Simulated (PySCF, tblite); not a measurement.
# C₄H₆NO−: geometry, NMR shifts and spin-spin couplings

What NMR shifts and spin-spin couplings should C₄H₆NO− (`COC[CH-]C#N`) show?

Programs: tblite 0.8.0 and PySCF 2.14.0, with density-fitted response routines of our own. Each step states its level of theory. These are calculated values for one molecule in the gas phase, unless marked as measured. Atoms are numbered from 0 throughout.

### Step 1. Starting geometry

12 atoms, charge -1, multiplicity 1; geometry from: force field or distance geometry start.

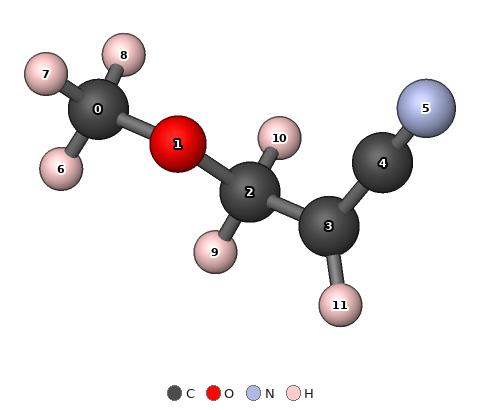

As it starts; carbon dark grey, oxygen red, nitrogen light blue, hydrogen pink, atoms numbered.

### Step 2. Relaxing the molecule with GFN2-xTB, one coordinate held

Job settings and geometry (Å):

```
{"job": {"kind": "relax", "xc": "GFN2-xTB", "basis": "xTB"}, "charge": -1, "multiplicity": 1}
C     -2.051800    -0.242300     0.087800
O     -0.871500     0.464100     0.408400
C      0.271000    -0.081100    -0.263000
C      1.448100     0.712000     0.145500
C      1.532700     2.095500    -0.057800
N      1.584200     3.240900    -0.242100
H     -1.982300    -1.287000     0.380600
H     -2.882800     0.222200     0.640700
H     -2.260500    -0.166300    -0.982300
H      0.372100    -1.138700    -0.008400
H      0.113700     0.022700    -1.349000
H      2.227900     0.216400     0.723800
```

Launch:

```sh
OMP_NUM_THREADS=1 python probes_run.py task.json out
```

One launch serves the whole session: the jobs run in the order shown.

The log of the run:

```text
step      E/eV     max force
  0    -509.20615    3.519
  1    -509.16077    6.049
  2    -509.32746    0.389
  3    -509.33672    0.320
  4    -509.35176    0.284
  5    -509.35928    0.286
  6    -509.36895    0.281
  7    -509.37486    0.291
  8    -509.38248    0.458
  9    -509.39173    0.521
 10    -509.40224    0.383
 11    -509.41145    0.245
 12    -509.41961    0.269
 13    -509.42684    0.420
 14    -509.43192    0.391
 15    -509.43465    0.265
 16    -509.43668    0.291
 17    -509.43811    0.310
 18    -509.43891    0.318
 19    -509.43950    0.318
 20    -509.43992    0.337
 21    -509.44024    0.329
 22    -509.44050    0.296
 23    -509.44073    0.288
 24    -509.44101    0.287
 25    -509.44129    0.285
 26    -509.44153    0.294
 27    -509.44174    0.295
 28    -509.44200    0.333
 29    -509.44232    0.347
 30    -509.44264    0.320
 31    -509.44285    0.289
 32    -509.44300    0.293
 33    -509.44318    0.289
 34    -509.44337    0.294
 35    -509.44354    0.298
 36    -509.44367    0.305
 37    -509.44381    0.311
 38    -509.44397    0.334
 39    -509.44410    0.334
 40    -509.44419    0.327
 41    -509.44424    0.328
 42    -509.44429    0.329
 43    -509.44434    0.329
 44    -509.44438    0.330
 45    -509.44441    0.331
 46    -509.44446    0.331
 47    -509.44453    0.338
 48    -509.44462    0.331
 49    -509.44468    0.329
 50    -509.44472    0.329
 51    -509.44475    0.328
 52    -509.44478    0.329
 53    -509.44481    0.329
 54    -509.44482    0.330
```

Wall time 0.26 s (1 thread of Arm Neoverse V2, shared host).

One coordinate is held by a constraint (a dihedral, as typed in the start), so the force along it need not vanish.

The steps of the relaxation: (not every step is listed) (the energy doesn't fall at every step)

```csv
step,energy from step 0 (eV),largest force (eV/Å)
0,0.0000,3.5188
1,0.0454,6.0490
2,-0.1213,0.3893
3,-0.1306,0.3196
4,-0.1456,0.2839
5,-0.1531,0.2860
6,-0.1628,0.2814
7,-0.1687,0.2909
8,-0.1763,0.4583
12,-0.2135,0.2689
16,-0.2305,0.2914
20,-0.2338,0.3370
24,-0.2349,0.2874
28,-0.2359,0.3326
32,-0.2369,0.2934
36,-0.2375,0.3049
40,-0.2380,0.3272
44,-0.2382,0.3302
48,-0.2385,0.3309
49,-0.2385,0.3292
50,-0.2386,0.3287
51,-0.2386,0.3282
52,-0.2386,0.3287
53,-0.2387,0.3295
54,-0.2387,0.3298
```

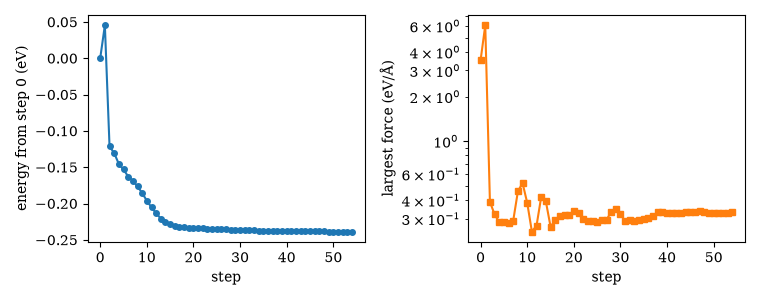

Energy and largest force along the relaxation.

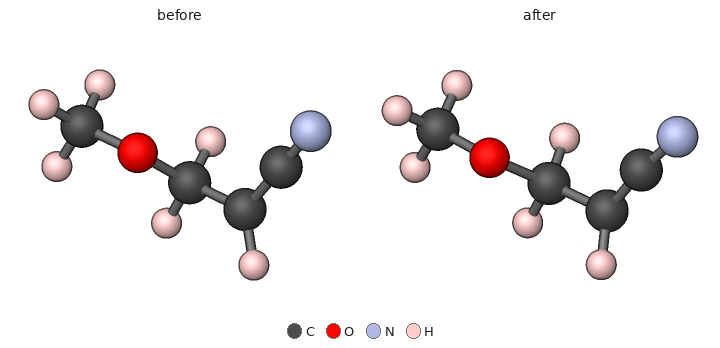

Before and after, at one scale.

Distances of close pairs at the start and the end, largest changes first:

```csv
bond,before (Å),after (Å),change (Å)
O1–C2,1.433,1.490,+0.057
C3–C4,1.401,1.366,-0.035
C0–O1,1.412,1.381,-0.032
C0–H6,1.087,1.106,+0.019
C2–H9,1.093,1.105,+0.012
C0–H8,1.093,1.105,+0.012
C2–C3,1.477,1.466,-0.011
C4–N5,1.161,1.171,+0.010
```

The final coordinates are the input of the step that follows.

### Step 3. Shielding tensors: PBE0/pcSseg-1

Job settings and geometry (Å):

```
{"job": {"kind": "nmr", "xc": "PBE0", "basis": "pcSseg-1", "pop": true}, "charge": -1, "multiplicity": 1}
C     -2.059036    -0.271212     0.107866
O     -0.916788     0.398627     0.498810
C      0.290960    -0.022970    -0.265817
C      1.517528     0.710689     0.061914
C      1.587820     2.064345    -0.109085
N      1.774266     3.194891    -0.349899
H     -1.979709    -1.361684     0.277660
H     -2.896287     0.114965     0.695674
H     -2.279050    -0.118982    -0.964158
H      0.406068    -1.106791    -0.084751
H      0.002583     0.113082    -1.327141
H      2.052227     0.344105     0.942344
```

Method: GIAO PBE0/pcSseg-1 NMR shielding, non-relativistic, gas phase.

The log of the run:

```text
coarse grid: 10216 points
cycle   1  E = -285.4399879568  dE =  6.834e-01  |g| = 7.245e-01  |ddm| = 3.091e+00
cycle   2  E = -285.3088440786  dE =  1.311e-01  |g| = 1.116e+00  |ddm| = 2.250e+00
cycle   3  E = -285.5547865339  dE = -2.459e-01  |g| = 1.941e-01  |ddm| = 1.372e+00
cycle   4  E = -285.5625484514  dE = -7.762e-03  |g| = 7.585e-02  |ddm| = 2.237e-01
cycle   5  E = -285.5635731482  dE = -1.025e-03  |g| = 3.657e-02  |ddm| = 8.523e-02
cycle   6  E = -285.5638402920  dE = -2.671e-04  |g| = 4.466e-03  |ddm| = 3.402e-02
cycle   7  E = -285.5638439778  dE = -3.686e-06  |g| = 1.560e-03  |ddm| = 4.014e-03
final grid: 99264 points
cycle   8  E = -285.6102616824  dE = -1.530e-05  |g| = 1.157e-02  |ddm| = 2.440e-02
cycle   9  E = -285.6102319232  dE =  2.976e-05  |g| = 1.743e-02  |ddm| = 2.016e-02
cycle  10  E = -285.6102869651  dE = -5.504e-05  |g| = 1.516e-03  |ddm| = 1.246e-02
cycle  11  E = -285.6102874731  dE = -5.080e-07  |g| = 2.497e-04  |ddm| = 1.680e-03
cycle  12  E = -285.6102874787  dE = -5.606e-09  |g| = 1.904e-04  |ddm| = 3.066e-04
cycle  13  E = -285.6102874862  dE = -7.565e-09  |g| = 4.454e-05  |ddm| = 1.745e-04
cycle  14  E = -285.6102874867  dE = -4.868e-10  |g| = 8.957e-06  |ddm| = 5.682e-05
converged SCF energy = -285.6102874867

GIAO shielding tensors (ppm)
atom      isotropic    diamagn.    paramagn.     s11        s22        s33       span
  0 C      130.511     242.716    -112.205    101.495    107.933    182.105     80.611
  1 O      270.419     399.547    -129.128    232.220    250.743    328.294     96.074
  2 C       97.585     245.380    -147.795     36.287    102.225    154.242    117.955
  3 C      172.642     254.284     -81.642    151.853    169.203    196.871     45.017
  4 C       43.644     254.630    -210.987    -70.449    -68.250    269.629    340.078
  5 N      -10.783     345.437    -356.220   -187.334    -18.544    173.530    360.864
  6 H       28.812      29.697      -0.885     24.787     26.618     35.032     10.246
  7 H       28.256      29.081      -0.826     24.292     26.058     34.417     10.124
  8 H       28.558      29.723      -1.166     24.693     26.640     34.340      9.647
  9 H       28.285      31.648      -3.363     23.363     29.232     32.260      8.897
 10 H       27.486      31.387      -3.901     21.856     28.840     31.762      9.906
 11 H       30.767      31.064      -0.297     25.616     31.942     34.742      9.127
```

Run time: 9.2 s. Hardware: 1 thread of Arm Neoverse V2, shared host; peak memory 0.66 GiB.

Shifts follow as δ = σ(reference) − σ, with reference shieldings (ppm) from runs at the same level and on the same kind of geometry: ¹H TMS 31.72, ¹³C TMS 186.9, ¹⁵N NH3 267.7, ¹⁷O H2O 336.1. The references are single molecules in the gas phase, so shifts against H2O, NH3, PH3, H3PO4 or CFCl3 are not on the usual liquid scales and can be off by tens of ppm. Each atom is listed at this fixed geometry, with no averaging over motion; a spectrum would average atoms that exchange fast.

```csv
atoms,environment,σ (ppm),δ (ppm)
C4,nitrile carbon,43.6,143.3
C2,sp3 CH2 bonded to O,97.6,89.3
C0,methyl carbon bonded to O,130.5,56.4
C3,carbanion centre,172.6,14.3
H10,hydrogen on an sp3 CH2 bonded to O,27.49,4.23
H7,hydrogen on a methyl carbon bonded to O,28.26,3.46
H9,hydrogen on an sp3 CH2 bonded to O,28.28,3.43
H8,hydrogen on a methyl carbon bonded to O,28.56,3.16
H6,hydrogen on a methyl carbon bonded to O,28.81,2.90
H11,hydrogen on a carbanion centre,30.77,0.95
O1,ether oxygen,270.4,65.7
N5,nitrile nitrogen,-10.8,278.5
```

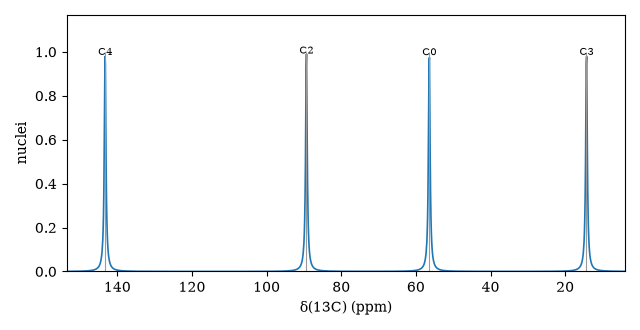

¹³C lines at the computed shifts, without couplings. Lines are broadened to a width of 0.52 ppm (Lorentzian).

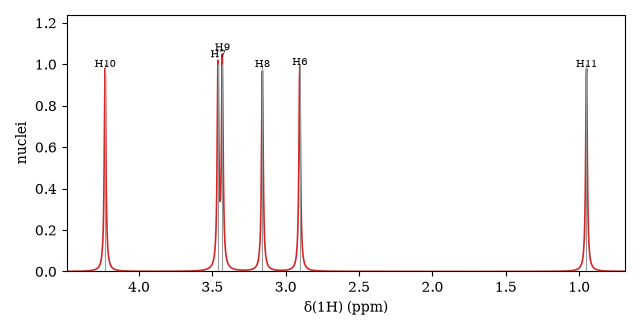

¹H lines at the computed shifts, without couplings. Lines are broadened to a width of 0.01 ppm (Lorentzian).

Charges from the same density, by scheme (e):

```csv
atoms,Mulliken,IAO,Hirshfeld,ESP fit
C0,-0.01,-0.19,-0.07,0.02
O1,-0.52,-0.44,-0.19,-0.45
C2,0.05,-0.05,-0.04,0.55
C3,-0.43,-0.54,-0.27,-1.29
C4,0.02,0.12,-0.03,0.73
N5,-0.44,-0.50,-0.43,-0.80
```

ESP fit charges:

```csv
atom,value (e)
C0,0.02
O1,-0.45
C2,0.55
C3,-1.29
C4,0.73
N5,-0.80
H6,-0.02
H7,0.06
H8,-0.01
H9,-0.03
H10,-0.03
H11,0.27
```

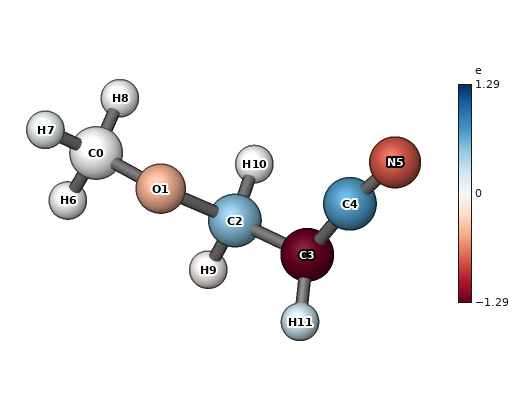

ESP fit charges, as colours on the atoms.

Mayer bond orders: C0–O1 1.01, O1–C2 0.80, C2–C3 1.22, C3–C4 1.27, C4–N5 2.95.

### Step 4. J couplings: B3LYP/pcJ-1

Same as in step 3 but for these lines:

```diff
@@ -1,2 +1,2 @@
-{"job": {"kind": "nmr", "xc": "PBE0", "basis": "pcSseg-1", "pop": true}, "charge": -1, "multiplicity": 1}
+{"job": {"kind": "j", "xc": "B3LYP", "basis": "pcJ-1"}, "charge": -1, "multiplicity": 1}
 C     -2.059036    -0.271212     0.107866
```

Method: B3LYP/pcJ-1 indirect spin-spin coupling, non-relativistic, gas phase.

The log of the run:

```text
coarse grid: 10216 points
cycle   1  E = -285.7886355452  dE =  6.378e-01  |g| = 8.013e-01  |ddm| = 2.909e+00
cycle   2  E = -285.5647718861  dE =  2.239e-01  |g| = 1.348e+00  |ddm| = 2.689e+00
cycle   3  E = -285.9220826290  dE = -3.573e-01  |g| = 2.256e-01  |ddm| = 1.800e+00
cycle   4  E = -285.9317605118  dE = -9.678e-03  |g| = 9.881e-02  |ddm| = 2.611e-01
cycle   5  E = -285.9333477237  dE = -1.587e-03  |g| = 5.693e-02  |ddm| = 1.121e-01
cycle   6  E = -285.9339876859  dE = -6.400e-04  |g| = 5.847e-03  |ddm| = 4.860e-02
cycle   7  E = -285.9339933487  dE = -5.663e-06  |g| = 2.381e-03  |ddm| = 5.180e-03
final grid: 99264 points
cycle   8  E = -285.9932631121  dE = -1.108e-04  |g| = 7.892e-03  |ddm| = 1.920e-02
cycle   9  E = -285.9932475152  dE =  1.560e-05  |g| = 1.185e-02  |ddm| = 1.372e-02
cycle  10  E = -285.9932743859  dE = -2.687e-05  |g| = 1.377e-03  |ddm| = 8.804e-03
cycle  11  E = -285.9932746259  dE = -2.399e-07  |g| = 8.199e-04  |ddm| = 1.892e-03
cycle  12  E = -285.9932747334  dE = -1.076e-07  |g| = 3.520e-04  |ddm| = 7.249e-04
cycle  13  E = -285.9932747605  dE = -2.704e-08  |g| = 4.936e-05  |ddm| = 2.947e-04
cycle  14  E = -285.9932747610  dE = -5.533e-10  |g| = 1.198e-05  |ddm| = 5.928e-05
converged SCF energy = -285.9932747610

Indirect spin-spin couplings (Hz)
  i      j    bonds     total        FC       PSO       DSO        SD
  0 C    1 O    1     30.754    29.244     1.607    -0.098         -
  0 C    2 C    2     -3.280    -2.932    -0.315    -0.033         -
  0 C    3 C    3      2.627     2.757    -0.040    -0.090         -
  0 C    4 C    4     -0.272    -0.277     0.052    -0.047         -
  0 C    6 H    1    133.929   132.605     0.531     0.793         -
  0 C    7 H    1    142.930   141.651     0.525     0.754         -
  0 C    8 H    1    135.661   134.392     0.475     0.794         -
  0 C    9 H    3      1.569     1.609    -0.020    -0.020         -
  0 C   10 H    3      2.055     2.087    -0.072     0.039         -
  0 C   11 H    4     -0.242    -0.203     0.288    -0.327         -
  1 O    2 C    1     33.003    33.759    -0.633    -0.123         -
  1 O    3 C    2     -2.082    -2.185     0.112    -0.010         -
  1 O    4 C    3      0.586     0.593     0.017    -0.024         -
  1 O    5 N    4      0.783     0.634     0.029    -0.007     0.128
  1 O    6 H    2     -4.634    -3.842    -0.974     0.182         -
  1 O    7 H    2    -13.806   -13.205    -0.725     0.124         -
  1 O    8 H    2     -4.601    -3.801    -0.980     0.180         -
  1 O    9 H    2     -5.298    -4.984    -0.383     0.069         -
  1 O   10 H    2     -6.848    -6.595    -0.301     0.049         -
  1 O   11 H    3      2.614     2.695    -0.132     0.051         -
  2 C    3 C    1     51.298    53.871    -2.809     0.236         -
  2 C    4 C    2     -1.350    -1.345    -0.025     0.021         -
  2 C    5 N    3     -0.829    -1.177     0.233     0.032     0.083
  2 C    6 H    3      2.419     2.475    -0.043    -0.013         -
  2 C    7 H    3     11.808    11.868     0.508    -0.568         -
  2 C    8 H    3      2.824     2.885    -0.068     0.007         -
  2 C    9 H    1    142.268   141.077     0.213     0.977         -
  2 C   10 H    1    144.119   142.969     0.147     1.003         -
  2 C   11 H    2     -1.744    -1.214    -0.354    -0.177         -
  3 C    4 C    1     93.373    96.877    -3.750     0.246         -
  3 C    5 N    2      1.631     0.688     1.291     0.073    -0.422
  3 C    6 H    4     -0.208    -0.170     0.210    -0.248         -
  3 C    8 H    4     -0.161    -0.139     0.219    -0.241         -
  3 C    9 H    2     -2.169    -1.795    -0.259    -0.115         -
  3 C   10 H    2     -0.506    -0.204    -0.194    -0.108         -
  3 C   11 H    1    147.649   144.084     2.604     0.961         -
  4 C    5 N    1    -20.442   -17.395     1.670    -0.015    -4.702
  4 C    9 H    3     11.374    11.315     0.457    -0.398         -
  4 C   10 H    3      2.068     2.087    -0.099     0.079         -
  4 C   11 H    2     -0.601    -0.095    -0.337    -0.169         -
  5 N    9 H    4     -0.300    -0.242    -0.262     0.173     0.031
  5 N   11 H    3     -1.362    -1.459    -0.267     0.216     0.148
  6 H    7 H    2     -9.853    -9.863     2.508    -2.498         -
  6 H    8 H    2     -8.023    -8.069     2.292    -2.247         -
  6 H   10 H    4      0.466     0.564     0.433    -0.531         -
  7 H    8 H    2    -10.314   -10.321     2.500    -2.493         -
  7 H    9 H    4     -0.839    -0.698     1.692    -1.833         -
  7 H   10 H    4     -0.825    -0.687     1.639    -1.778         -
  8 H    9 H    4      0.417     0.525     0.523    -0.631         -
  9 H   10 H    2     -9.822    -9.967     1.913    -1.768         -
  9 H   11 H    3      8.662     8.785    -0.150     0.026         -
 10 H   11 H    3     12.526    12.638     2.556    -2.668         -
```

It took 20 s on 1 thread of Arm Neoverse V2, shared host; peak memory 0.92 GiB.

A choice of the couplings up to four bonds, sorted by the number of bonds; isotopes 13C, 1H, 15N, 17O:

```csv
pair,bonds,J (Hz),Fermi contact (Hz),dihedral (°)
C3–H11,1,147.6,144.1,–
C2–H10,1,144.1,143.0,–
C0–H7,1,142.9,141.7,–
C2–H9,1,142.3,141.1,–
C0–H8,1,135.7,134.4,–
C0–H6,1,133.9,132.6,–
C3–C4,1,93.4,96.9,–
C2–C3,1,51.3,53.9,–
O1–C2,1,33.0,33.8,–
O1–H7,2,-13.8,-13.2,–
H7–H8,2,-10.3,-10.3,–
H6–H7,2,-9.9,-9.9,–
H9–H10,2,-9.8,-10.0,–
H6–H8,2,-8.0,-8.1,–
O1–H10,2,-6.8,-6.6,–
O1–H9,2,-5.3,-5.0,–
O1–H6,2,-4.6,-3.8,–
O1–H8,2,-4.6,-3.8,–
H10–H11,3,12.5,12.6,-158
C2–H7,3,11.8,11.9,-178
C4–H9,3,11.4,11.3,179
H9–H11,3,8.7,8.8,-38
C2–H8,3,2.8,2.9,-59
C0–C3,3,2.6,2.8,177
O1–H11,3,2.6,2.7,83
C2–H6,3,2.4,2.5,62
C4–H10,3,2.1,2.1,58
```

The spin-dipole term was solved for some atoms only; pairs without it lack that part.

The response was solved for the nuclei of C, H, N alone, so couplings that need other nuclei can be missing.

Quadrupole couplings from the field gradients of the same density:

```csv
atom,isotope,eQq/h (MHz),η
O1,17O,11.6,1.00
N5,14N,3.583,0.72
```

### Step 5. Outcome

```
                                   quantity                                   value
     ¹³C shifts against TMS (PBE0/pcSseg-1)             143.3, 89.3, 56.4, 14.3 ppm
      ¹H shifts against TMS (PBE0/pcSseg-1)  4.23, 3.46, 3.43, 3.16, 2.90, 0.95 ppm
     ¹⁷O shifts against H2O (PBE0/pcSseg-1)                                65.7 ppm
     ¹⁵N shifts against NH3 (PBE0/pcSseg-1)                               278.5 ppm
largest coupling of the table (B3LYP/pcJ-1)                ¹J(C,H) C3–H11, 147.6 Hz
```

What this shows: Over 54 steps the energy fell by 0.239 eV; of the close pairs, O1–C2 changed most, 1.433 to 1.490 Å. Shifts at one fixed geometry are not the observed spectrum, which averages over the motion. The geometry holds a dihedral fixed, so it need not be a minimum. At PBE0/pcSseg-1: Shielding is most anisotropic at N5 (span 361 ppm, paramagnetic term -356 ppm). Of the pairs tabulated at B3LYP/pcJ-1, C3–H11 couples most strongly (147.6 Hz; Fermi contact 144.1 Hz). At PBE0/pcSseg-1 the HOMO lies above zero (+0.24 eV), as often for anions in the gas phase: self-interaction error lifts it, or the electron is held by the finite basis alone; counter-ions and solvent are missing.
